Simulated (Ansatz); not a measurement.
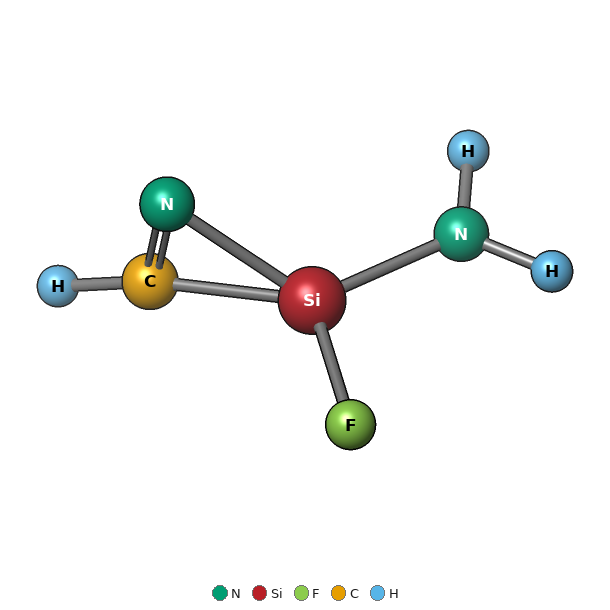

Which formula does it have?

CH3FN2Si, 8 atoms: 1 carbon, 3 hydrogen, 1 fluorine, 2 nitrogen and 1 silicon.

Count the bonded pairs by element.

2 N–Si, 2 N–H, 1 F–Si, 1 C–Si, 1 C–N, 1 C–H.

Describe its rings.

Independent rings (smallest set): 1 of 3 members.

The parts below concern this one geometry. Atoms keep their numbers from picture to picture. The computed structure is the end point of a PBE0-D4/def2-TZVP optimisation.

## Shape

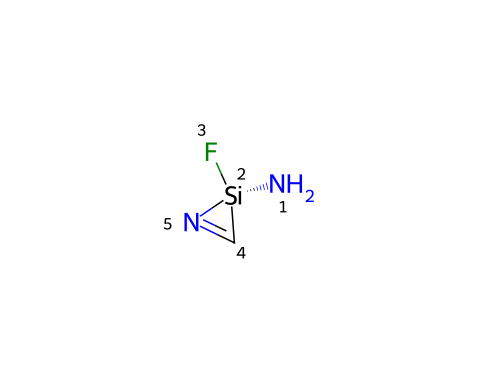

A structural formula, with wedges where it has stereocentres; small numbers name the atoms. The configuration is that of a computed structure (PBE0-D4/def2-TZVP).

What are the Cahn–Ingold–Prelog descriptors?

Si2: R.

## Charges

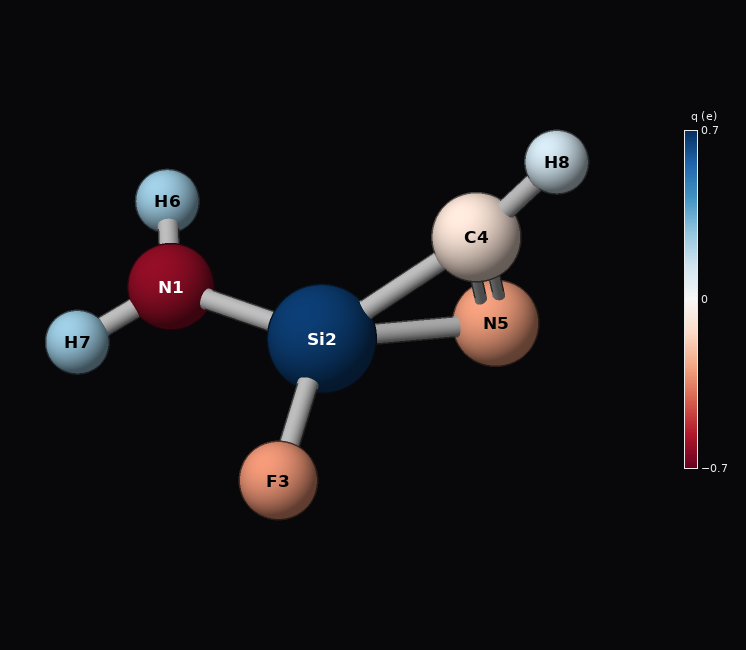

Atoms are coloured by their Mulliken charges. Level of theory: RKS PBE0-D4/def2-TZVP (Ansatz 0.2.0).

Give the Mulliken charges atom by atom.

```tsv
atom	value (e)
N1	−0.62
Si2	0.67
F3	−0.31
C4	−0.09
N5	−0.29
H6	0.25
H7	0.26
H8	0.13
```

## Levels of theory compared

Program: Ansatz 0.2.0.

Compare dipole (D) at these levels: B3LYP-D4/def2-TZVPP; PBE-D4/def2-TZVPP; PBE0-D4/def2-TZVP; r2SCAN-D4/def2-TZVPP; ωB97M-V/def2-TZVPP.

| level | dipole (D) |
| --- | --- |
| B3LYP-D4/def2-TZVPP | 3.06 |
| PBE-D4/def2-TZVPP | 2.96 |
| PBE0-D4/def2-TZVP | 3.04 |
| r2SCAN-D4/def2-TZVPP | 3.02 |
| ωB97M-V/def2-TZVPP | 3.08 |

## Vibrations

Harmonic vibrations computed with RKS PBE0-D4/def2-TZVP (Ansatz 0.2.0) at a stationary point of the same level.

How many vibrational modes are there, and where do they lie?

18 modes: 136, 226, 256, 301, 319, 344, 700, 777, 795, 843, 974, 1035, 1236, 1502, 1570, 3080, 3642, 3745 cm⁻¹.

Mulliken values depend strongly on the basis set and can even reverse the polarity of a bond.
